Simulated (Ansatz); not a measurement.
# Geometry relaxation, with input and output: LaHO₂

LaHO₂, computed with RKS r2SCAN-D4/def2-TZVP (Ansatz 0.2.0).

The geometry: GFN1-xTB start. Figures and captions count atoms from 1; the log counts them from 0 in places.

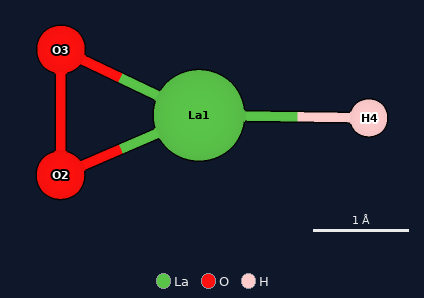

**Figure 1.** The input geometry (ball-and-stick view, seen at a tilt; atoms are numbered from 1 in the order of the input). Sticks mark near contacts. Bond lengths as drawn: H–La 1.79 Å, La–O 1.61 Å and O–O 1.35 Å.

**Summary**

```csv
quantity,value
outcome,converged
total energy,−4968.3459 eV
mean-field energy,−4968.3301 eV
dispersion energy,−0.0158 eV
SCF solution under orbital rotations,stable
HOMO,−4.83 eV
LUMO,−2.03 eV
largest force (length of the vector) at the end,0.007 eV/Å
dipole moment,7.99 D
hardware,"2 threads of Arm Neoverse V2, 23 GiB of memory available, shared host"
wall time,42 s (CPU time 82 s)
peak memory,0.17 GiB
```

**The input**
```yaml
crystal:
  periodic: [false, false, false]
  atoms:
    - {symbol: La, position_ang: [0.066620, 0.133400, -0.239630]}
    - {symbol: O, position_ang: [0.383340, -0.731310, 1.080680]}
    - {symbol: O, position_ang: [-0.918280, -0.413360, 0.909930]}
    - {symbol: H, position_ang: [0.468320, 1.011270, -1.750980]}
basis:
  gaussian: {orbitals: def2-TZVP}
hamiltonian: {xc: r2scan, dispersion: d4}
scf: {omitted_lower_state_checks: [starts]}
output: {orbitals: {seedname: orbitals}}
relax: {f_tol: 0.02, max_steps: 100}
```

Launch command:
```bash
ansatz run in.yaml --threads 2 --pin off --events-out ev --progress --plain --max-ram 4352MiB
```

**Log**
```
Functional definition: r2SCAN
  name "r2SCAN"
  cite "Furness, Kaplan, Ning, Perdew & Sun, J. Phys. Chem. Lett. 11, 8208 (2020) doi:10.1021/acs.jpclett.0c02405"
  cite "Furness, Kaplan, Ning, Perdew & Sun, J. Phys. Chem. Lett. 11, 9248 (2020) doi:10.1021/acs.jpclett.0c03077"
  parent r2scan
  parameter k0 = 0.174
  parameter k1 = 0.065
  parameter a1 = 4.9479
  exchange = r2scan_x(k0 = k0, k1 = k1, a1 = a1)
  correlation = r2scan_c
these checks for a lower state are left out or cut short: starts
664 factors; their error is unknown
mean field evaluation 1: about -4912.2557 eV, gradient 1.4e2 eV
mean field evaluation 2: about -4290.7972 eV, gradient 4.3e2 eV
mean field evaluation 4: about -4951.5457 eV, gradient 3.7e1 eV
mean field evaluation 8: about -4954.3680 eV, gradient 5.6e-1 eV
mean field evaluation 16: about -4954.3613 eV, gradient 5.5e-4 eV
mean field -4954.36128298 eV, -182.0694189627 hartree, gradient 4.3e-5 eV, S^2 0.000000; 0 other end points of the search recorded, 0 dependent functions left out
the calculation of the forces begins
reference -4954.36129985 eV, -182.0694195828 hartree; 14, 14 occupied and 94, 94 virtual orbitals, 664 factors
relax step   1: F+E_penalty+E_count = -4954.38175294 eV  Δ(F+E_penalty+E_count) = +0.000e0 eV  max|allowed force component| = 3.833e1 eV/Å  Δτ_max = 0.0000 Å  (31 SCF iters, accepted)
these checks for a lower state are left out or cut short: starts, cluster_reference, orbital_swaps, neighbouring_geometries, increment
664 factors; their error is unknown
mean field -4964.37903211 eV, -182.4375644532 hartree, gradient 1.3e-5 eV, S^2 0.000000; 0 other end points of the search recorded, 0 dependent functions left out
the calculation of the forces begins
reference -4964.37905557 eV, -182.4375653151 hartree; 14, 14 occupied and 94, 94 virtual orbitals, 664 factors
relax step   2: F+E_penalty+E_count = -4964.39674791 eV  Δ(F+E_penalty+E_count) = -1.001e1 eV  max|allowed force component| = 9.569e0 eV/Å  Δτ_max = 0.1928 Å  (42 SCF iters, accepted)
these checks for a lower state are left out or cut short: starts, cluster_reference, orbital_swaps, neighbouring_geometries, increment
664 factors; their error is unknown
mean field evaluation 32: about -4966.8810 eV, gradient 2.3e-1 eV
mean field -4966.88103594 eV, -182.5295113978 hartree, gradient 1.4e-5 eV, S^2 0.000000; 0 other end points of the search recorded, 0 dependent functions left out
the calculation of the forces begins
reference -4966.88106089 eV, -182.5295123146 hartree; 14, 14 occupied and 94, 94 virtual orbitals, 664 factors
relax step   3: F+E_penalty+E_count = -4966.89699213 eV  Δ(F+E_penalty+E_count) = -2.500e0 eV  max|allowed force component| = 2.851e0 eV/Å  Δτ_max = 0.1970 Å  (36 SCF iters, accepted)
these checks for a lower state are left out or cut short: starts, cluster_reference, orbital_swaps, neighbouring_geometries, increment
664 factors; their error is unknown
mean field -4967.60361147 eV, -182.5560655590 hartree, gradient 1.4e-5 eV, S^2 0.000000; 0 other end points of the search recorded, 0 dependent functions left out
the calculation of the forces begins
reference -4967.60363520 eV, -182.5560664310 hartree; 14, 14 occupied and 94, 94 virtual orbitals, 664 factors
relax step   4: F+E_penalty+E_count = -4967.61873969 eV  Δ(F+E_penalty+E_count) = -7.217e-1 eV  max|allowed force component| = 5.759e-1 eV/Å  Δτ_max = 0.1954 Å  (37 SCF iters, accepted)
these checks for a lower state are left out or cut short: starts, cluster_reference, orbital_swaps, neighbouring_geometries, increment
664 factors; their error is unknown
mean field -4967.78180563 eV, -182.5626140736 hartree, gradient 1.5e-5 eV, S^2 0.000000; 0 other end points of the search recorded, 0 dependent functions left out
the calculation of the forces begins
reference -4967.78182862 eV, -182.5626149182 hartree; 14, 14 occupied and 94, 94 virtual orbitals, 664 factors
relax step   5: F+E_penalty+E_count = -4967.79717457 eV  Δ(F+E_penalty+E_count) = -1.784e-1 eV  max|allowed force component| = 7.455e-1 eV/Å  Δτ_max = 0.1943 Å  (36 SCF iters, accepted)
these checks for a lower state are left out or cut short: starts, cluster_reference, orbital_swaps, neighbouring_geometries, increment
664 factors; their error is unknown
mean field -4967.96302082 eV, -182.5692736090 hartree, gradient 1.5e-5 eV, S^2 0.000000; 0 other end points of the search recorded, 0 dependent functions left out
the calculation of the forces begins
reference -4967.96304351 eV, -182.5692744427 hartree; 14, 14 occupied and 94, 94 virtual orbitals, 664 factors
relax step   6: F+E_penalty+E_count = -4967.97900814 eV  Δ(F+E_penalty+E_count) = -1.818e-1 eV  max|allowed force component| = 6.058e-1 eV/Å  Δτ_max = 0.1999 Å  (36 SCF iters, accepted)
these checks for a lower state are left out or cut short: starts, cluster_reference, orbital_swaps, neighbouring_geometries, increment
664 factors; their error is unknown
mean field evaluation 64: about -4968.1865 eV, gradient 2.3e-1 eV
mean field -4968.18652082 eV, -182.5774870824 hartree, gradient 1.6e-5 eV, S^2 0.000000; 0 other end points of the search recorded, 0 dependent functions left out
the calculation of the forces begins
reference -4968.18654322 eV, -182.5774879056 hartree; 14, 14 occupied and 94, 94 virtual orbitals, 664 factors
relax step   7: F+E_penalty+E_count = -4968.20227967 eV  Δ(F+E_penalty+E_count) = -2.233e-1 eV  max|allowed force component| = 5.000e-1 eV/Å  Δτ_max = 0.2000 Å  (35 SCF iters, accepted)
these checks for a lower state are left out or cut short: starts, cluster_reference, orbital_swaps, neighbouring_geometries, increment
664 factors; their error is unknown
mean field -4968.30246985 eV, -182.5817481306 hartree, gradient 1.6e-5 eV, S^2 0.000000; 0 other end points of the search recorded, 0 dependent functions left out
the calculation of the forces begins
reference -4968.30249180 eV, -182.5817489371 hartree; 14, 14 occupied and 94, 94 virtual orbitals, 664 factors
relax step   8: F+E_penalty+E_count = -4968.31814290 eV  Δ(F+E_penalty+E_count) = -1.159e-1 eV  max|allowed force component| = 2.610e-1 eV/Å  Δτ_max = 0.1965 Å  (37 SCF iters, accepted)
these checks for a lower state are left out or cut short: starts, cluster_reference, orbital_swaps, neighbouring_geometries, increment
664 factors; their error is unknown
mean field -4968.32429983 eV, -182.5825503676 hartree, gradient 1.7e-5 eV, S^2 0.000000; 0 other end points of the search recorded, 0 dependent functions left out
the calculation of the forces begins
reference -4968.32432130 eV, -182.5825511567 hartree; 14, 14 occupied and 94, 94 virtual orbitals, 664 factors
relax step   9: F+E_penalty+E_count = -4968.34008611 eV  Δ(F+E_penalty+E_count) = -2.194e-2 eV  max|allowed force component| = 5.137e-1 eV/Å  Δτ_max = 0.1751 Å  (38 SCF iters, accepted)
these checks for a lower state are left out or cut short: starts, cluster_reference, orbital_swaps, neighbouring_geometries, increment
664 factors; their error is unknown
mean field -4968.32987634 eV, -182.5827553004 hartree, gradient 1.7e-5 eV, S^2 0.000000; 0 other end points of the search recorded, 0 dependent functions left out
the calculation of the forces begins
reference -4968.32989805 eV, -182.5827560983 hartree; 14, 14 occupied and 94, 94 virtual orbitals, 664 factors
relax step  10: F+E_penalty+E_count = -4968.34565986 eV  Δ(F+E_penalty+E_count) = -5.574e-3 eV  max|allowed force component| = 2.148e-2 eV/Å  Δτ_max = 0.0388 Å  (31 SCF iters, accepted)
these checks for a lower state are left out or cut short: starts, cluster_reference, orbital_swaps, neighbouring_geometries, increment
664 factors; their error is unknown
mean field evaluation 96: about -4968.3298 eV, gradient 3.9e-3 eV
mean field -4968.32979149 eV, -182.5827521825 hartree, gradient 1.7e-5 eV, S^2 0.000000; 0 other end points of the search recorded, 0 dependent functions left out
the calculation of the forces begins
reference -4968.32981319 eV, -182.5827529797 hartree; 14, 14 occupied and 94, 94 virtual orbitals, 664 factors
relax step  11: F+E_penalty+E_count = -4968.34557878 eV  Δ(F+E_penalty+E_count) = +8.108e-5 eV  max|allowed force component| = 3.006e-2 eV/Å  Δτ_max = 0.0207 Å  (31 SCF iters, rejected (line search))
these checks for a lower state are left out or cut short: starts, cluster_reference, orbital_swaps, neighbouring_geometries, increment
664 factors; their error is unknown
mean field -4968.33010299 eV, -182.5827636298 hartree, gradient 1.6e-5 eV, S^2 0.000000; 0 other end points of the search recorded, 0 dependent functions left out
the calculation of the forces begins
reference -4968.33012468 eV, -182.5827644270 hartree; 14, 14 occupied and 94, 94 virtual orbitals, 664 factors
relax step  12: F+E_penalty+E_count = -4968.34588990 eV  Δ(F+E_penalty+E_count) = -2.300e-4 eV  max|allowed force component| = 5.195e-3 eV/Å  Δτ_max = 0.0101 Å  (32 SCF iters, accepted)
```

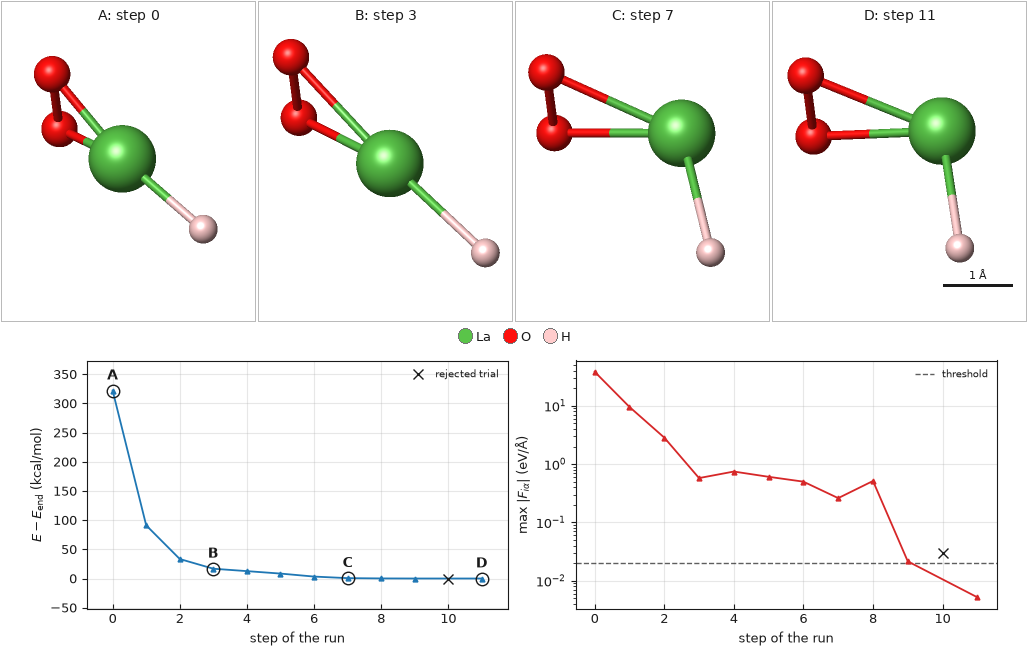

**Figure 2.** Frames of the relaxation (ball-and-stick view, seen at a tilt) above the curves, on which the letters mark them (the first geometry is step 0 here and step 1 in the log).

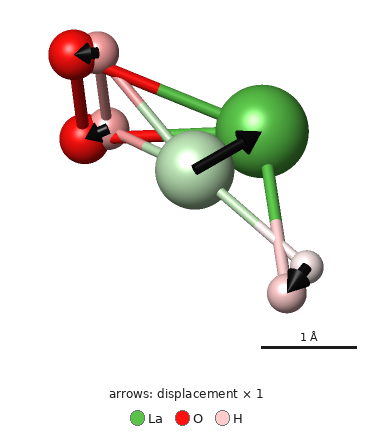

**Figure 3.** Start (faint) and end (solid) with the displacements as black arrows, at true length (ball-and-stick view, seen at a tilt). The two geometries are laid on each other by the best rigid fit. La1 moves most after the best rigid fit: 0.85 Å. Largest moves by element: La 0.85 Å, H 0.39 Å, O 0.27 Å. Among the contacts that change: La1–O2 1.610 → 2.147 Å, La1–H4 1.793 → 2.156 Å, O2–O3 1.351 → 1.490 Å. Among the angles that change: O2–La1–H4 155.5° → 111.8°, O3–La1–H4 154.9° → 111.7°, O2–La1–O3 49.6° → 40.6°. The energy falls by 322.0 kcal/mol in 11 geometry steps. Largest force component: 38 eV/Å at the start, 0.0052 eV/Å at the end. The line search rejected the trial step at point 10 (counted from 0) and went back. (Atoms are counted from 1 in the order of the input.)

```
these checks for a lower state are left out or cut short: starts
664 factors; their error is unknown
mean field -4968.33010299 eV, -182.5827636298 hartree, gradient 1.7e-5 eV, S^2 0.000000; 0 other end points of the search recorded, 0 dependent functions left out
the calculation of the forces begins
reference -4968.33012468 eV, -182.5827644270 hartree; 14, 14 occupied and 94, 94 virtual orbitals, 664 factors
Total energy: -4968.34591160 eV, -182.5833445854 hartree
Atom 0 at    -0.016306    -0.508025    -0.785584 Å, force     0.000243     0.000414     0.001918 eV/Å
Atom 1 at     0.454556    -0.611892     1.306779 Å, force    -0.005195     0.002064    -0.003484 eV/Å
Atom 2 at    -0.983386    -0.270836     1.116532 Å, force     0.004970    -0.001376     0.000418 eV/Å
Atom 3 at     0.545136     1.390752    -1.637728 Å, force    -0.000018    -0.001102     0.001148 eV/Å
Dipole moment:    -0.089210    -1.081355    -1.260532 e Å
Checks for a lower state left out: starts
```

**Trajectory as extended XYZ (Å, eV, eV/Å), 12 frames, from step=1 to step=12**
```
4
Properties=species:S:1:pos:R:3:forces:R:3 step=1 energy=-4954.38175
La    0.0666    0.1334   -0.2396   10.3650  21.7979 -38.3308
O     0.3833   -0.7313    1.0807    8.1916 -15.6317  23.2442
O    -0.9183   -0.4134    0.9099  -19.7696  -8.8118  19.5919
H     0.4683    1.0113   -1.7510    1.2129   2.6456  -4.5054
4
Properties=species:S:1:pos:R:3:forces:R:3 step=2 energy=-4964.39675
La    0.0949    0.1907   -0.3465    2.5539   5.2501  -9.5688
O     0.3833   -0.8163    1.2198    2.4956  -5.0734   7.6652
O    -0.9902   -0.4808    1.0396   -6.2822  -2.9095   6.4798
H     0.5120    1.1063   -1.9129    1.2326   2.7328  -4.5762
4
Properties=species:S:1:pos:R:3:forces:R:3 step=3 energy=-4966.89699
La    0.1036    0.2022   -0.3833    0.7307   1.3922  -2.8506
O     0.3805   -0.8778    1.3241    0.5926  -1.7305   2.7571
O    -1.0404   -0.5300    1.1364   -1.9558  -1.0977   2.4034
H     0.5563    1.2056   -2.0771    0.6325   1.4360  -2.3099
4
Properties=species:S:1:pos:R:3:forces:R:3 step=4 energy=-4967.61874
La    0.1016    0.1674   -0.4115    0.0515  -0.0863  -0.5108
O     0.3690   -0.9202    1.4172   -0.1211  -0.2130   0.5504
O    -1.0719   -0.5662    1.2240   -0.1222  -0.2089   0.5363
H     0.6013    1.3190   -2.2298    0.1918   0.5082  -0.5759
4
Properties=species:S:1:pos:R:3:forces:R:3 step=5 energy=-4967.79717
La    0.0766    0.0021   -0.5106   -0.2158  -0.7455   0.2433
O     0.3673   -0.8929    1.4735   -0.2074   0.3627  -0.2945
O    -1.0720   -0.5401    1.2769    0.4122   0.1994  -0.2141
H     0.6281    1.4310   -2.2397    0.0109   0.1835   0.2653
4
Properties=species:S:1:pos:R:3:forces:R:3 step=6 energy=-4967.97901
La    0.0387   -0.1772   -0.5905   -0.0850  -0.3475   0.0502
O     0.3787   -0.8281    1.4693    0.0117   0.2915  -0.3487
O    -1.0527   -0.4859    1.2767    0.1949   0.2388  -0.3073
H     0.6352    1.4911   -2.1555   -0.1215  -0.1828   0.6058
4
Properties=species:S:1:pos:R:3:forces:R:3 step=7 energy=-4968.20228
La    0.0081   -0.3443   -0.6777    0.0359   0.0272  -0.1881
O     0.4067   -0.7354    1.4126    0.1386   0.1246  -0.1499
O    -1.0227   -0.3976    1.2229   -0.0333   0.1645  -0.1620
H     0.6079    1.4773   -1.9579   -0.1412  -0.3163   0.5000
4
Properties=species:S:1:pos:R:3:forces:R:3 step=8 energy=-4968.31814
La   -0.0089   -0.4574   -0.7496    0.0222   0.1634   0.1062
O     0.4345   -0.6590    1.3538    0.0579   0.0437  -0.1669
O    -0.9989   -0.3197    1.1646    0.0128   0.0539  -0.1779
H     0.5733    1.4361   -1.7688   -0.0930  -0.2610   0.2387
4
Properties=species:S:1:pos:R:3:forces:R:3 step=9 energy=-4968.34009
La   -0.0209   -0.5285   -0.8065   -0.0474   0.0699   0.5137
O     0.4604   -0.5954    1.2994   -0.1025  -0.0097  -0.2474
O    -0.9813   -0.2603    1.1118    0.1482  -0.0580  -0.2206
H     0.5418    1.3841   -1.6046    0.0017  -0.0022  -0.0456
4
Properties=species:S:1:pos:R:3:forces:R:3 step=10 energy=-4968.34566
La   -0.0096   -0.5061   -0.7834   -0.0215  -0.0096  -0.0074
O     0.4517   -0.6209    1.3105   -0.0012   0.0179   0.0065
O    -0.9823   -0.2653    1.1155    0.0114  -0.0136  -0.0038
H     0.5403    1.3923   -1.6426    0.0114   0.0053   0.0046
4
Properties=species:S:1:pos:R:3:forces:R:3 step=11 energy=-4968.34558 accepted=F
La   -0.0246   -0.5061   -0.7867    0.0301  -0.0070   0.0026
O     0.4576   -0.6021    1.3038   -0.0133  -0.0149  -0.0172
O    -0.9855   -0.2807    1.1194   -0.0037   0.0194   0.0155
H     0.5524    1.3889   -1.6366   -0.0131   0.0026  -0.0009
4
Properties=species:S:1:pos:R:3:forces:R:3 step=12 energy=-4968.34589
La   -0.0163   -0.5080   -0.7856    0.0002   0.0004   0.0019
O     0.4546   -0.6119    1.3068   -0.0052   0.0021  -0.0035
O    -0.9834   -0.2708    1.1165    0.0050  -0.0014   0.0004
H     0.5451    1.3908   -1.6377    0.0000  -0.0011   0.0011
```

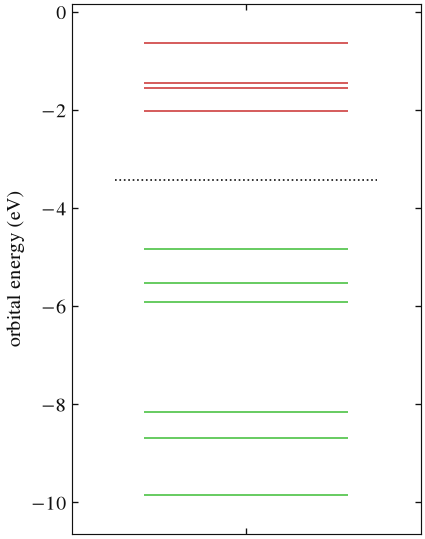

**Figure 4.** Orbital energies near the frontier; the dotted line parts filled from empty levels, and levels within 0.02 eV of each other stand side by side. Highest filled −4.83 eV, lowest empty −2.03 eV, 2.80 eV apart.

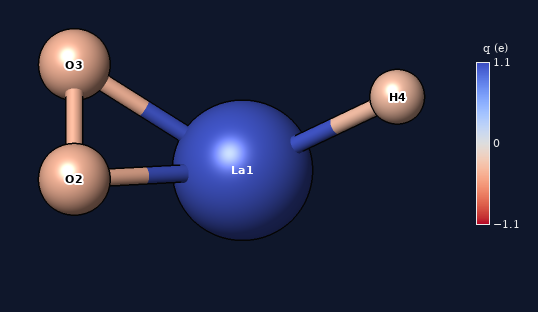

**Figure 5.** Mulliken charges, as the colour of each atom (ball-and-stick view, seen at a tilt; atoms are numbered from 1 in the order of the input). By element: La +1.05, O −0.37 and H −0.31 e.
